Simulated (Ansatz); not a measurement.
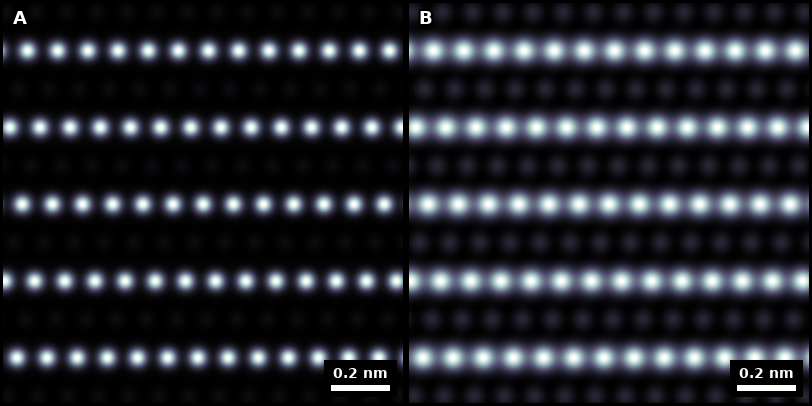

Two simulated images of the same area of CdF (R-3m, No. 166) along [101], with a probe of 0.51 Å. One is incoherent Z contrast (Z^1.7 per atom), the other the projected potential of neutral atoms blurred by the probe (iDPC-like, thin sample). Brightness is counted from the darkest point of the image. Atomic positions: the end point of a relaxation with DFT PBE, scalar-relativistic, plane waves, PAW in Ansatz; the starting structure was generated, so it need not be a known form of this composition.

Question: Which panel is which, and how can one tell?

Answer: A is the Z-contrast image and B the potential image. The columns of 1 F per repeat reach about 5 % of the brightest peak (1 Cd) in A but about 17 % in B, mainly since the potential grows much more slowly with atomic number. The F columns show clearly in B alone.
